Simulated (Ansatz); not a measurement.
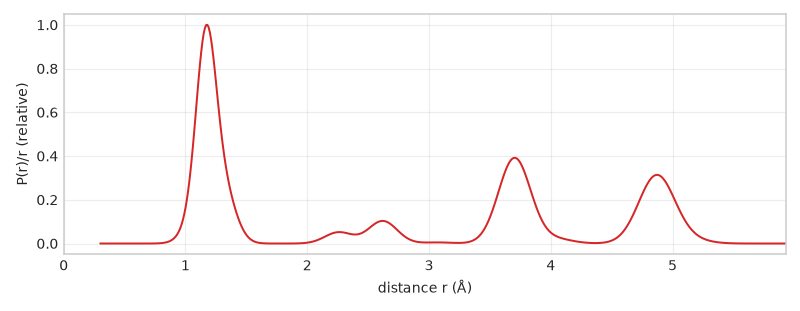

Simulated gas electron diffraction: radial distribution curve of CH2ClN. Each pair of atoms contributes with weight ZᵢZⱼ/r; damping constant 0.002 Å²; vibrational amplitudes assumed, not computed: 0.05 Å for bonds, 0.078 Å for bonds to H, 0.06 + 0.015 r up to 0.15 Å for other pairs. The geometry is the end point of an optimisation (RKS BLYP-D4/cc-pVDZ in Ansatz); it may be a saddle point or a higher isomer.

### Assign the first 5 clear peaks of the radial distribution curve (– bonded, ··· not bonded).

Peak 1, 1.18 Å: C–H 1.09 Å, N–C 1.17 Å, Cl–H 1.31 Å, not resolved
Peak 2, 2.26 Å: N···H 2.26 Å
Peak 3, 2.62 Å: Cl···H 2.62 Å
Peak 4, 3.70 Å: Cl···C 3.70 Å
Peak 5, 4.87 Å: Cl···N 4.87 Å
